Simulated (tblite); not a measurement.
## Geometry relaxation of C7H12Si2 (part 1 of 2)

- system: C7H12Si2
- method: GFN2-xTB geometry optimisation, gas phase (tblite 0.8.0)

It belongs to a series of runs on one base structure; here: H on C replaced by ethynyl.

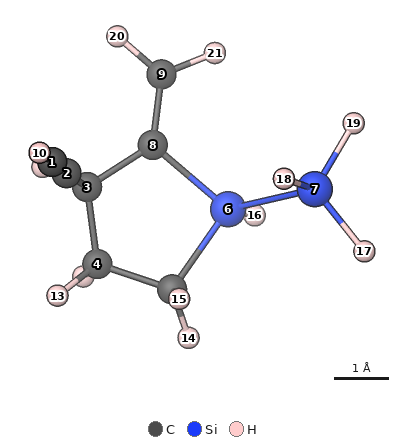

*The starting structure (ball-and-stick view, seen at a tilt; atoms are numbered from 1 in the order of the input).*

Bond lengths as drawn: C–C 1.20 to 1.48 Å, C–H 1.07 to 1.13 Å, C–Si 1.84 to 1.87 Å, H–Si 1.45 to 1.48 Å and Si–Si 2.22 Å.

**Summary**

| quantity | value |
| --- | --- |
| outcome | converged |
| total energy | −665.2523 eV |
| hardware | 1 CPU thread, shared host |
| wall time | 1.2 s |
| peak memory | 0.18 GiB |

**The input**
```
{"job": {"kind": "relax", "xc": "GFN2-xTB", "basis": "xTB"}, "charge": 0, "multiplicity": 1}
C     -2.058100     2.154000    -0.859500
C     -1.535100     1.079800    -1.009100
C     -0.857900    -0.227300    -1.148000
C     -1.447000    -1.216800    -0.248200
C     -0.809300    -1.266200     1.090000
Si     0.965100    -0.804100     0.737100
Si     1.759500     0.645900     2.213800
C      0.575700    -0.017500    -0.884500
C      1.500000     0.589600    -1.619600
H     -2.529900     3.100600    -0.718900
H     -0.988100    -0.566300    -2.203000
H     -1.349800    -2.236200    -0.713500
H     -2.556600    -1.033300    -0.162500
H     -0.886600    -2.228000     1.621600
H     -1.250500    -0.443400     1.726500
H      1.787400    -1.999200     0.606300
H      1.791300    -0.048800     3.516900
H      0.941700     1.848700     2.225100
H      3.144500     0.979900     1.809300
H      1.275200     1.056600    -2.572500
H      2.519500     0.649000    -1.253000
```

The first line tells a small driver script what to run in tblite; the rest is the geometry in Å.

Launched with:
```bash
OMP_NUM_THREADS=1 python <driver script> task.json out
```

**What the program printed**
```
step      E/eV     max force
  0    -664.67197    3.584
  1    -664.93982    0.695
  2    -664.97291    1.263
  3    -665.00810    1.520
  4    -665.05104    0.756
  5    -665.08897    0.456
  6    -665.11399    0.305
  7    -665.12693    0.261
  8    -665.14463    0.243
  9    -665.15858    0.239
 10    -665.17122    0.264
 11    -665.18003    0.265
 12    -665.18599    0.190
 13    -665.18963    0.127
 14    -665.19229    0.138
 15    -665.19481    0.117
 16    -665.19769    0.123
 17    -665.20066    0.123
 18    -665.20314    0.104
 19    -665.20494    0.093
 20    -665.20644    0.081
 21    -665.20804    0.097
 22    -665.20986    0.107
 23    -665.21180    0.118
 24    -665.21361    0.113
 25    -665.21519    0.092
 26    -665.21657    0.110
 27    -665.21792    0.094
 28    -665.21931    0.094
 29    -665.22072    0.094
 30    -665.22231    0.109
 31    -665.22419    0.112
 32    -665.22608    0.109
 33    -665.22756    0.088
 34    -665.22863    0.076
 35    -665.22955    0.069
 36    -665.23055    0.094
 37    -665.23172    0.113
 38    -665.23296    0.103
 39    -665.23422    0.106
 40    -665.23547    0.096
 41    -665.23659    0.081
 42    -665.23746    0.077
 43    -665.23808    0.054
 44    -665.23856    0.051
 45    -665.23901    0.045
 46    -665.23939    0.050
 47    -665.23966    0.040
 48    -665.23985    0.034
 49    -665.24005    0.035
 50    -665.24032    0.039
 51    -665.24063    0.053
 52    -665.24095    0.052
 53    -665.24129    0.042
 54    -665.24166    0.053
 55    -665.24202    0.040
 56    -665.24230    0.038
 57    -665.24252    0.033
 58    -665.24274    0.046
 59    -665.24303    0.057
 60    -665.24335    0.047
 61    -665.24359    0.034
 62    -665.24374    0.034
 63    -665.24390    0.033
 64    -665.24411    0.036
 65    -665.24433    0.034
 66    -665.24450    0.029
 67    -665.24460    0.032
 68    -665.24471    0.034
 69    -665.24486    0.035
 70    -665.24501    0.035
 71    -665.24511    0.019
 72    -665.24516    0.019
 73    -665.24521    0.020
 74    -665.24527    0.024
 75    -665.24535    0.024
 76    -665.24543    0.019
 77    -665.24550    0.021
 78    -665.24558    0.023
 79    -665.24568    0.025
 80    -665.24576    0.020
 81    -665.24583    0.019
 82    -665.24589    0.023
 83    -665.24597    0.025
 84    -665.24608    0.029
 85    -665.24619    0.022
 86    -665.24626    0.021
 87    -665.24631    0.020
 88    -665.24639    0.024
 89    -665.24654    0.038
 90    -665.24678    0.052
 91    -665.24706    0.048
 92    -665.24728    0.029
 93    -665.24741    0.021
 94    -665.24750    0.023
 95    -665.24761    0.029
 96    -665.24775    0.029
 97    -665.24787    0.023
 98    -665.24797    0.027
 99    -665.24808    0.027
100    -665.24823    0.033
101    -665.24843    0.036
102    -665.24863    0.027
103    -665.24880    0.027
104    -665.24895    0.028
105    -665.24915    0.036
106    -665.24934    0.167
107    -665.24961    0.054
108    -665.24983    0.033
109    -665.25000    0.051
110    -665.25007    0.032
111    -665.25015    0.033
112    -665.25030    0.020
113    -665.25035    0.022
114    -665.25051    0.032
115    -665.25067    0.041
116    -665.25087    0.033
117    -665.25101    0.025
118    -665.25110    0.020
119    -665.25115    0.018
120    -665.25122    0.021
121    -665.25131    0.027
122    -665.25139    0.017
123    -665.25144    0.018
124    -665.25147    0.016
125    -665.25151    0.020
126    -665.25157    0.019
127    -665.25164    0.026
128    -665.25173    0.023
129    -665.25181    0.026
130    -665.25189    0.033
131    -665.25196    0.028
132    -665.25203    0.019
133    -665.25209    0.019
134    -665.25214    0.026
135    -665.25218    0.026
136    -665.25223    0.022
137    -665.25225    0.011
138    -665.25227    0.009
```

**Trajectory as extended XYZ (Å, eV, eV/Å), 11 of the 139 frames kept, from step=0 to step=138**
```
21
Properties=species:S:1:pos:R:3:forces:R:3 step=0 energy=-664.67197
C    -2.0581    2.1540   -0.8595    0.1210  -0.2290   0.0220
C    -1.5351    1.0798   -1.0091   -0.0910   0.2920   0.0090
C    -0.8579   -0.2273   -1.1480   -0.4150   2.0530  -2.2770
C    -1.4470   -1.2168   -0.2482   -2.4800  -2.5880   0.0180
C    -0.8093   -1.2662    1.0900   -0.1170   0.6720   1.7120
Si    0.9651   -0.8041    0.7371    0.5400  -0.7990   0.2170
Si    1.7595    0.6459    2.2138    0.8810   0.5120   0.7940
C     0.5757   -0.0175   -0.8845    1.2970  -0.0270  -0.1470
C     1.5000    0.5896   -1.6196   -0.3380   0.1030  -0.1930
H    -2.5299    3.1006   -0.7189    0.2790  -0.5880  -0.1140
H    -0.9881   -0.5663   -2.2030   -0.0820   0.3310   0.2940
H    -1.3498   -2.2362   -0.7135   -0.0530   0.6490   0.2590
H    -2.5566   -1.0333   -0.1625    0.7560  -0.2270  -0.0800
H    -0.8866   -2.2280    1.6216   -0.4110   0.4880  -0.2740
H    -1.2505   -0.4434    1.7265    0.2660  -0.9510  -0.3120
H     1.7874   -1.9992    0.6063    0.1410  -0.3530  -0.2130
H     1.7913   -0.0488    3.5169    0.0560   0.3690  -0.0780
H     0.9417    1.8487    2.2251    0.0390   0.2020   0.2240
H     3.1445    0.9799    1.8093   -0.2640   0.0690   0.2700
H     1.2752    1.0566   -2.5725    0.1230  -0.0290   0.1040
H     2.5195    0.6490   -1.2530   -0.2480   0.0510  -0.2350
21
Properties=species:S:1:pos:R:3:forces:R:3 step=14 energy=-665.19229
C    -2.0394    2.1406   -0.8511    0.0220  -0.0110   0.0220
C    -1.4938    1.0858   -1.0018   -0.0390   0.0100   0.0080
C    -0.8659   -0.2078   -1.2043    0.0140   0.0180   0.0060
C    -1.5012   -1.2704   -0.2864   -0.0030  -0.0400   0.0120
C    -0.8402   -1.2686    1.0918    0.0080   0.0200   0.0030
Si    1.0007   -0.8761    0.7755    0.0260  -0.0170  -0.0280
Si    1.8347    0.6654    2.2711    0.0160  -0.0010   0.0250
C     0.6151   -0.0940   -0.9025    0.0240   0.0420   0.0540
C     1.4733    0.5766   -1.6574   -0.0330   0.0110   0.0120
H    -2.5164    3.0660   -0.7211    0.0250  -0.0020   0.0150
H    -1.0237   -0.4841   -2.2548    0.0230  -0.0060   0.0070
H    -1.3530   -2.2535   -0.7385    0.0120   0.0050  -0.0480
H    -2.5773   -1.0979   -0.1982    0.0200  -0.0190  -0.0690
H    -1.0326   -2.2158    1.5955    0.0220   0.0610   0.0050
H    -1.2696   -0.4815    1.7167   -0.0570  -0.0330  -0.0520
H     1.7773   -2.1129    0.5357   -0.0480   0.0220   0.0420
H     1.8676    0.1319    3.6294    0.0380  -0.0660   0.1150
H     1.0350    1.8845    2.3461   -0.0750   0.0880  -0.0300
H     3.1935    1.0885    1.9466    0.0930  -0.0100  -0.0300
H     1.1981    1.0742   -2.5773   -0.0150  -0.0570   0.0160
H     2.5087    0.6659   -1.3609   -0.0730  -0.0150  -0.0850
21
Properties=species:S:1:pos:R:3:forces:R:3 step=28 energy=-665.21931
C    -2.0223    2.1458   -0.8098    0.0220  -0.0270   0.0040
C    -1.5050    1.0800   -0.9804    0.0040   0.0060   0.0270
C    -0.8611   -0.2015   -1.2014   -0.0060  -0.0460  -0.0160
C    -1.4844   -1.2996   -0.3210    0.0100  -0.0080   0.0080
C    -0.8699   -1.2506    1.0768   -0.0230   0.0040   0.0380
Si    0.9737   -0.8370    0.8117    0.0410   0.0840   0.0100
Si    1.8594    0.6688    2.3180   -0.0090   0.0580   0.0240
C     0.6158   -0.0722   -0.8801   -0.0420  -0.0050  -0.0040
C     1.4469    0.5657   -1.6891    0.0070  -0.0020  -0.0220
H    -2.4817    3.0780   -0.6731   -0.0140   0.0190   0.0280
H    -0.9813   -0.4523   -2.2626   -0.0670  -0.0190  -0.0020
H    -1.2720   -2.2719   -0.7739    0.0160   0.0410   0.0050
H    -2.5704   -1.1786   -0.2710    0.0400  -0.0170  -0.0680
H    -1.0415   -2.1855    1.6058   -0.0350  -0.0480  -0.0120
H    -1.3563   -0.4705    1.6633   -0.0070   0.0610  -0.0080
H     1.7168   -2.0924    0.6022    0.0410  -0.0610  -0.0100
H     1.9314    0.1476    3.6869   -0.0230  -0.0120  -0.0220
H     1.0565    1.8955    2.3628    0.0350  -0.0030   0.0350
H     3.2262    1.0622    1.9677   -0.0080  -0.0120  -0.0210
H     1.1171    1.0049   -2.6197    0.0250  -0.0010  -0.0240
H     2.4932    0.6805   -1.4588   -0.0060  -0.0120   0.0290
21
Properties=species:S:1:pos:R:3:forces:R:3 step=41 energy=-665.23659
C    -2.0001    2.1413   -0.7319   -0.0310   0.0200   0.0100
C    -1.5165    1.0673   -0.9441    0.0160  -0.0330   0.0330
C    -0.8777   -0.2082   -1.2187    0.0020   0.0300  -0.0090
C    -1.4577   -1.3364   -0.3551    0.0210   0.0300   0.0210
C    -0.9086   -1.2136    1.0642    0.0370   0.0150   0.0230
Si    0.9367   -0.7700    0.8232    0.0020  -0.0800   0.0110
Si    1.8588    0.7025    2.3403    0.0080  -0.0270  -0.0210
C     0.5985   -0.0693   -0.9026    0.0200   0.0300   0.0060
C     1.4426    0.5305   -1.7274   -0.0350   0.0180   0.0010
H    -2.4489    3.0749   -0.5619    0.0140  -0.0320   0.0220
H    -1.0368   -0.4293   -2.2803    0.0440  -0.0200  -0.0430
H    -1.1331   -2.2879   -0.7831   -0.0170  -0.0140   0.0090
H    -2.5488   -1.3084   -0.3743   -0.0290  -0.0040   0.0170
H    -1.0843   -2.1299    1.6256    0.0020  -0.0010  -0.0180
H    -1.4254   -0.4139    1.5973   -0.0390   0.0200  -0.0420
H     1.6841   -2.0397    0.6539   -0.0120   0.0460  -0.0090
H     1.9336    0.1224    3.6839   -0.0040   0.0010   0.0010
H     1.1330    1.9667    2.4617   -0.0120   0.0240   0.0010
H     3.2325    1.0246    1.9494    0.0120   0.0200   0.0120
H     1.1257    0.9231   -2.6824    0.0220   0.0120  -0.0450
H     2.4834    0.6701   -1.4835   -0.0190  -0.0540   0.0190
21
Properties=species:S:1:pos:R:3:forces:R:3 step=55 energy=-665.24202
C    -2.0143    2.1193   -0.6853    0.0140  -0.0220   0.0120
C    -1.5287    1.0546   -0.9370    0.0270   0.0250  -0.0030
C    -0.8792   -0.2094   -1.2334    0.0220  -0.0170   0.0040
C    -1.4532   -1.3392   -0.3672   -0.0230  -0.0200   0.0030
C    -0.9180   -1.1913    1.0554   -0.0390   0.0030  -0.0090
Si    0.9279   -0.7537    0.8224    0.0050   0.0140  -0.0290
Si    1.8647    0.7125    2.3365   -0.0130   0.0130   0.0070
C     0.5944   -0.0639   -0.9101    0.0230   0.0050   0.0000
C     1.4527    0.5108   -1.7378    0.0020   0.0130  -0.0080
H    -2.4535    3.0479   -0.4737   -0.0250  -0.0040   0.0070
H    -1.0258   -0.4304   -2.2977   -0.0040   0.0160   0.0060
H    -1.1209   -2.2962   -0.7785   -0.0060   0.0270  -0.0120
H    -2.5460   -1.3203   -0.3912    0.0130  -0.0070   0.0040
H    -1.1060   -2.0962    1.6307    0.0150   0.0020   0.0010
H    -1.4486   -0.3795    1.5560    0.0140   0.0140   0.0100
H     1.6817   -2.0131    0.6412    0.0040  -0.0310   0.0100
H     1.9260    0.1189    3.6753    0.0080   0.0060   0.0010
H     1.1411    1.9790    2.4693    0.0010  -0.0030  -0.0080
H     3.2425    1.0439    1.9632   -0.0200  -0.0060   0.0030
H     1.1605    0.8977   -2.7041    0.0060  -0.0210   0.0020
H     2.4935    0.6257   -1.4797   -0.0240  -0.0060  -0.0010
```
